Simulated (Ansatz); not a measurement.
Take SiC in the wurtzite structure (space group P6_3mc, No. 186; a = 3.0760 Å, c = 5.0478 Å) as the base. Axes: x lies along a and z along c of the hexagonal cell.

Perturbation: the cell is stretched by 1.80 % along z with no lateral relaxation; the atoms relax in the strained cell.

Method: Ansatz (an electronic-structure program), PBEsol, PAW, cutoff 420 eV, without spin-orbit coupling.

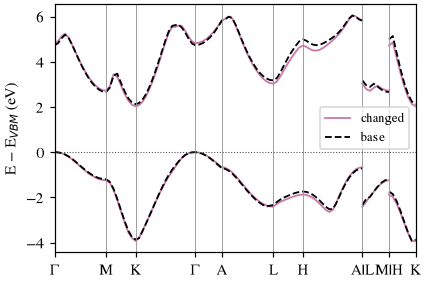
Highest valence and lowest conduction band along the path, each from its own valence-band maximum

**Question.** From the figure, how large is the changed gap, and is it direct?

**Answer.** About 2.0 eV, indirect, Γ → K.

Stability against distortions was not tested.
